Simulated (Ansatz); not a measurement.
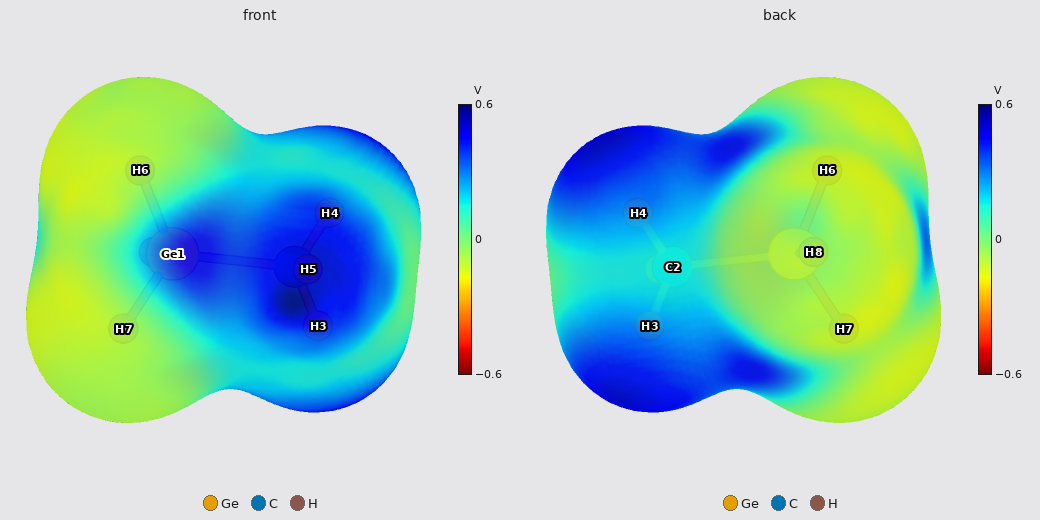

Figure 1: CH₆Ge. The molecular electrostatic potential painted on the density surface at 0.001 e/bohr³, seen from the front and from behind; red is negative and blue positive.

All numbers below come from Ansatz 0.2.0, RKS PBE/def2-SVP.

The calculation's input:

```
crystal:
  periodic: [false, false, false]
  atoms:
    - { symbol: Ge, position_ang: [0.0, 0.0, 0.0] }
    - { symbol: C, position_ang: [0.0, 0.0, 1.96] }
    - { symbol: H, position_ang: [-0.9996, -0.3092, 2.3305] }
    - { symbol: H, position_ang: [0.7676, -0.7111, 2.3305] }
    - { symbol: H, position_ang: [0.232, 1.0203, 2.3305] }
    - { symbol: H, position_ang: [1.4616, 0.0, -0.5162] }
    - { symbol: H, position_ang: [-0.73, 1.2648, -0.5162] }
    - { symbol: H, position_ang: [-0.73, -1.2648, -0.5162] }
basis:
  gaussian: { orbitals: def2-SVP }
hamiltonian:
  xc: pbe
relax:
  f_tol: 0.02
  max_steps: 40
output:
  orbitals: {}
```

Run with:

```sh
ansatz run input.yaml --threads 1 --pin off --max-ram 2048MiB --backend cpu --events-out ev --progress --plain --runs-dir out
```

The fields are those of the run's last geometry, not of the input's.

**Which sites attract a positive test charge, and which a negative one?**

A positive charge is drawn to the negative regions and a negative charge to the positive ones. The most negative region (about −0.2 V) lies over H6, H7 and H8, the most positive (about +0.5 V) over H3, H4 and H5.
